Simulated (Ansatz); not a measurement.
## AlH₂BrF₂: single-point calculation

System: AlH₂BrF₂.
Method: RKS PBE0-D4/def2-TZVPP (Ansatz 0.2.0).

The geometry is a transition state. The reaction was set up to form Al1–H6 and Br2–H5 and to break Al1–Br2 and H5–H6 (atoms counted from 1 in the order of the input); sticks are drawn by distance alone. The geometry comes from this level: PBE0-D4/def2-TZVP.

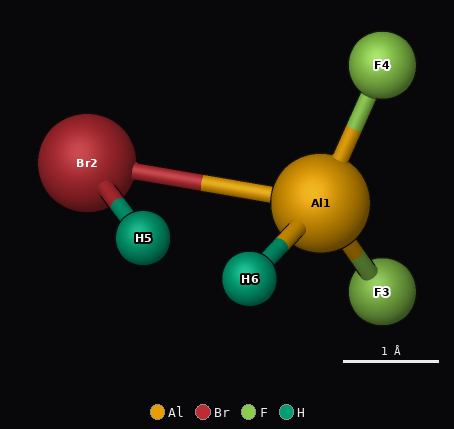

**Figure 1.** The structure as given in the input (ball-and-stick view, seen at a tilt; atoms are numbered from 1 in the order of the input). Sticks mark near contacts.

Key numbers:

| quantity | value |
| --- | --- |
| outcome | converged |
| total energy | −82099.9468 eV |
| mean-field energy | −82099.8512 eV |
| dispersion energy | −0.0957 eV |
| SCF solution under orbital rotations | stable |
| HOMO | −9.49 eV |
| LUMO | −1.49 eV |
| hardware | 4 threads of Arm Neoverse N1, 23 GiB of memory available, shared host |
| wall time | 2.8 s (CPU time 10 s) |
| peak memory | 0.44 GiB |

Input:
```yaml
crystal:
  periodic: [false, false, false]
  atoms:
    - {symbol: Al, position_ang: [-0.562601, -0.263578, 0.115873]}
    - {symbol: Br, position_ang: [2.003510, -0.151512, -0.051769]}
    - {symbol: F, position_ang: [-1.070773, -1.344864, -1.006055]}
    - {symbol: F, position_ang: [-0.933066, -0.448552, 1.701647]}
    - {symbol: H, position_ang: [0.942825, 0.937683, -0.358360]}
    - {symbol: H, position_ang: [-0.379896, 1.270822, -0.401335]}
basis:
  gaussian: {orbitals: def2-TZVPP}
hamiltonian: {xc: pbe0, dispersion: d4}
output: {orbitals: {seedname: orbitals}}
```

Launched with:
```bash
ansatz run in.yaml --threads 4 --pin off --events-out ev --progress --plain --max-ram 9574MiB
```

What the program printed:
```
Functional definition: PBE0
  name "PBE0"
  cite "Adamo & Barone, J. Chem. Phys. 110, 6158 (1999) doi:10.1063/1.478522"
  cite "Perdew, Burke & Ernzerhof, Phys. Rev. Lett. 77, 3865 (1996) doi:10.1103/PhysRevLett.77.3865"
  parent pbe
  parameter a = 0.25
  parameter kappa = 0.804
  parameter beta = 0.06672455060314922
  exchange = (1 - a)*pbe_x(kappa = kappa, mu = beta*pi^2/3) + a*exact_x
  correlation = pbe_c(beta = beta)
1143 factors; their error is unknown
mean field evaluation 1: about -82095.4443 eV, gradient 5.3e1 eV
mean field evaluation 2: about -82088.0094 eV, gradient 9.1e1 eV
mean field evaluation 4: about -82099.3808 eV, gradient 1.8e0 eV
mean field evaluation 8: about -82099.8511 eV, gradient 5.7e-2 eV
mean field -82099.85112641 eV, -3017.1138796177 hartree, gradient 3.7e-5 eV, S^2 0.000000; 0 other end points of the search recorded, 0 dependent functions left out
reference -82099.85115529 eV, -3017.1138806792 hartree; 34, 34 occupied and 146, 146 virtual orbitals, 1143 factors
Total energy: -82099.94684889 eV, -3017.1173973541 hartree
```

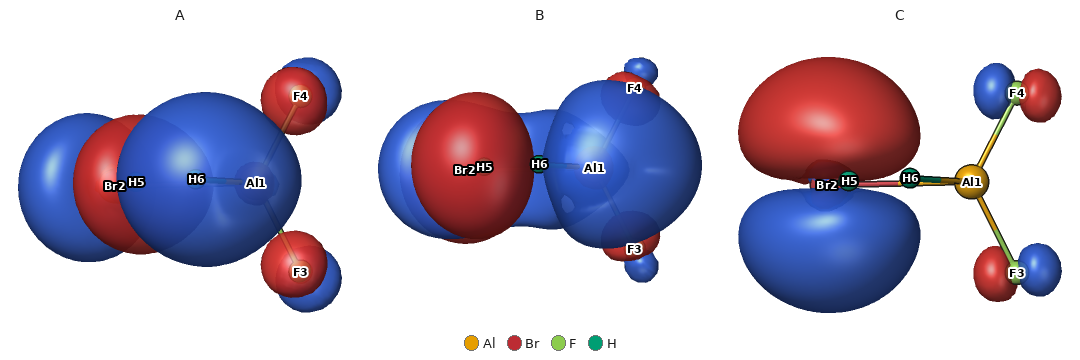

**Figure 2.** Three frontier orbitals at ±0.08 Å⁻³ᐟ² (red and blue are the two phases). C is the HOMO−1 (−9.79 eV). A is the HOMO (−9.49 eV). Its weight (Hirshfeld) is mainly on H6 (35 %), Br2 (30 %) and Al1 (20 %). B is the LUMO (−1.49 eV). Its weight (Hirshfeld) is mainly on Br2 (35 %), Al1 (30 %), H5 (20 %) and H6 (10 %). The HOMO–LUMO gap is 8.00 eV between the orbital energies.

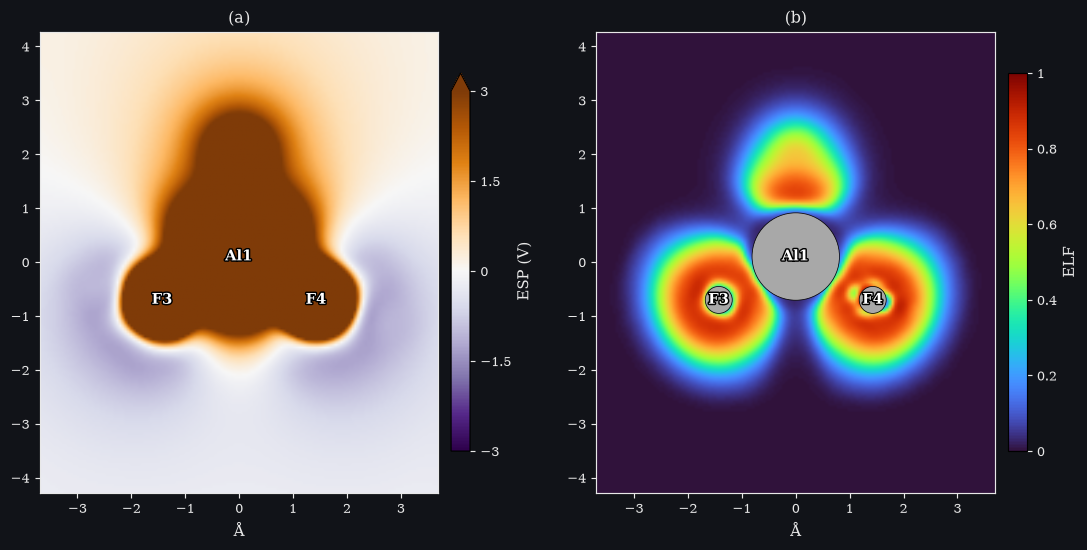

**Figure 3.** (a) molecular electrostatic potential; (b) electron localisation function on the plane of atoms F3, Al1 and F4. Grey discs, where drawn, cover atomic cores. Al–F (1.64 Å): the ELF peaks at about 0.85 in the valence shell of F, 0.6 Å from its nucleus, and is about 0.35 at the midpoint.

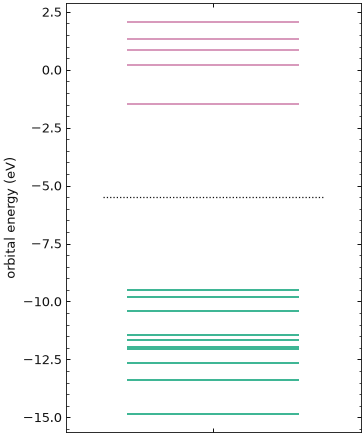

**Figure 4.** Orbital energies near the frontier; the dotted line parts filled from empty levels, and levels within 0.02 eV of each other stand side by side. Highest filled −9.49 eV, lowest empty −1.49 eV, 8.00 eV apart.
